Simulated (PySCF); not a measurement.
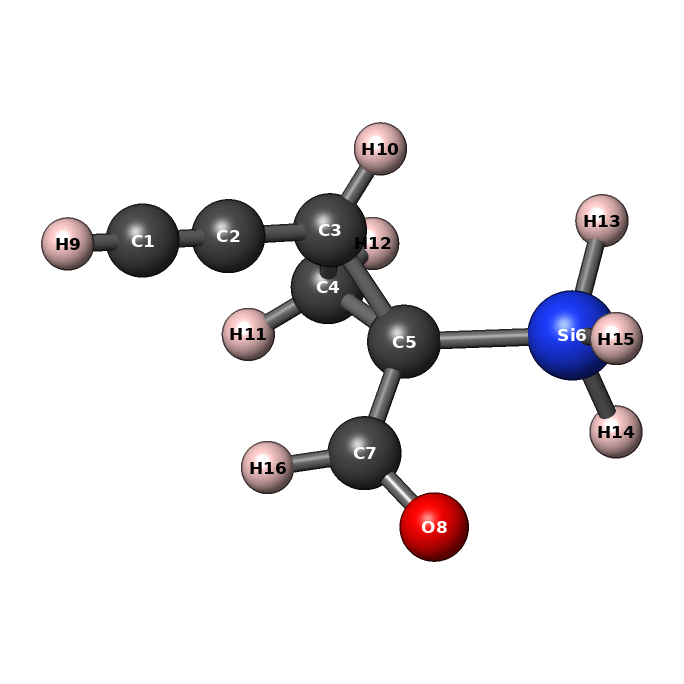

Every bond is drawn as one stick. Computed geometry: GFN2-xTB optimisation. No frequency run is at hand to confirm it as a minimum. Level of theory: PBE0/pcSseg-1 (PySCF 2.14.0).

List the Mayer bond orders of C1–C2, C2–C3, C3–C4, C3–C5, C4–C5, C5–Si6, C5–C7, C7–O8 (bonds between heavy atoms, one of each equivalent set).

```csv
bond,Mayer order,length (Å)
C1–C2,2.45,1.198
C2–C3,1.07,1.427
C3–C4,0.92,1.488
C3–C5,0.84,1.532
C4–C5,0.89,1.512
C5–Si6,0.81,1.897
C5–C7,1.01,1.457
C7–O8,1.97,1.207
```

The geometry is semi-empirical. Around Si such bond lengths and angles can be off by a tenth of an ångström or more and by several degrees, and values that hang on the shape move with them.
